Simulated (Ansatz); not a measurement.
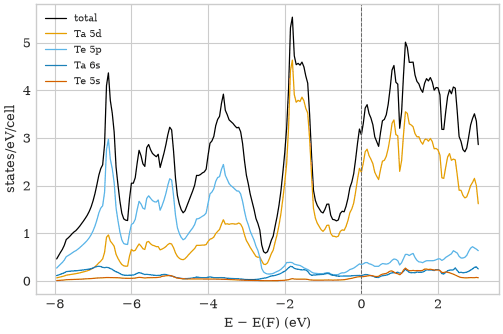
*Total and projected density of states of TaTe in space group Cmcm (No. 63; Te on 4c, Ta on 4c), PBEsol (plane waves, PAW; program Ansatz)*

Which orbitals carry the states next to the Fermi level?

Within 0.5 eV of the Fermi level: Ta 5d 74 %, Te 5p 11 %, outside the projected shells 8 %. Projections are on Löwdin-orthogonalised atomic valence shells; empty p or d shells of many metals are not among them.

Where is the tallest occupied peak in this window, and what makes it?

Near -1.8 eV, about 5.5 states/eV per cell; the largest projected share is Ta 5d.

The start of the workflow was typed in or built on a structure type; neither database checked (COD, Materials Project) lists it. Its standing as an ambient phase is unchecked. The cell was relaxed with PBEsol under the symmetry of its start; whether a distortion lowers the energy is not shown. No spin polarisation was allowed. Scalar-relativistic: spin–orbit coupling is off unless named, which matters more the heavier the elements.

Potentials: the later of the program's two PAW sets.
